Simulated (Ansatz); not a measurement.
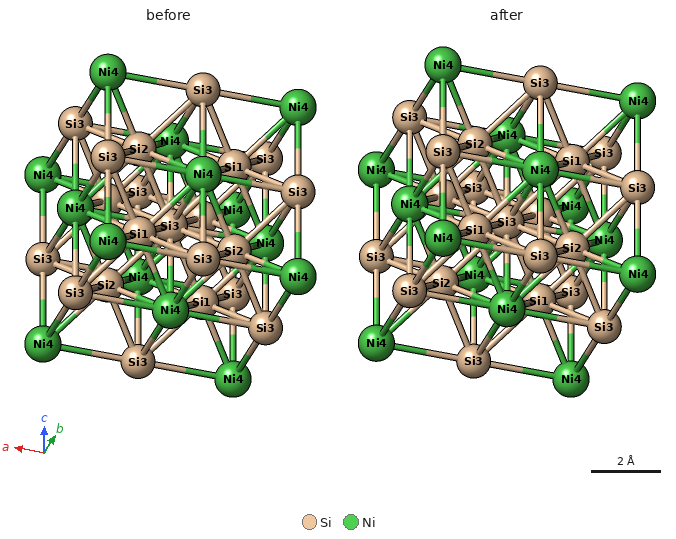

The structure of solid Si$_{3}$Ni (built on the BiF3 (D0_3) type) (coarse preliminary run) before (left) and after (right) a relaxation, at one scale.

The picture is a ball-and-stick view of the conventional cell (4 times the calculation's cell), seen from a free direction. Lengths and directions refer to the drawn axes.

The calculation used DFT PBE, scalar-relativistic, plane waves, PAW in Ansatz 0.2.0. Settings: plane-wave cutoff 420 eV; k-point mesh 6 × 6 × 6; occupations gaussian; smearing width 0.1 eV; no spin polarisation; cell and atoms relaxed; force threshold 0.05 eV/Å; at most 80 steps.

Question: Summarise the run.

Answer: The atoms keep their places relative to the cell (all moves are under 0.005 Å). The drawn cell changes as follows: a = b = c 5.846 → 5.985 Å (+2.4 %); the volume changes by +7.3 %. Among the contacts that change: Si3–Ni4 2.923 → 2.993 Å, Si1–Ni4 2.531 → 2.592 Å, Si1–Si3 2.531 → 2.592 Å. The space group stays Fm-3m (No. 225). After 2 accepted moves (3 points after the start) the energy has fallen by 27.7 meV per atom. All forces vanish by symmetry, so only the cell relaxes. The pressure goes from 9.89 to 0.35 GPa. At 1 point the geometry stayed and the basis and grid were re-selected for the new cell (energy shift of 0.2 meV per atom at most each time). The run took 4.9 s on 1 thread of Arm Neoverse V1 (shared host), peak memory 0.32 GiB.
